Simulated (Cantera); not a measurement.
Charge: 1 mol MgCO₃, a varied amount of SO₃, 0.086 mol O₂, at 900 K and 1 atm.

Cantera equilibrium calculation (NASA polynomials, part measured and part estimated; ideal gas, pure solids and liquids). Candidate condensed phases: C, Mg, MgCO₃, MgO, MgS, MgSO₄, S; 26 gas species. Rates play no part.

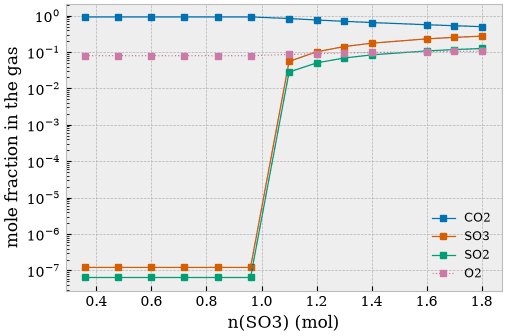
Equilibrium gas composition (values under 1e-9 drawn at 1e-9)

From 0.36 mol SO₃ to 0.96 mol SO₃ the condensed part is MgO(s) + MgSO₄(s). From 1.1 mol SO₃ to 1.8 mol SO₃ the condensed part is MgSO₄(s).
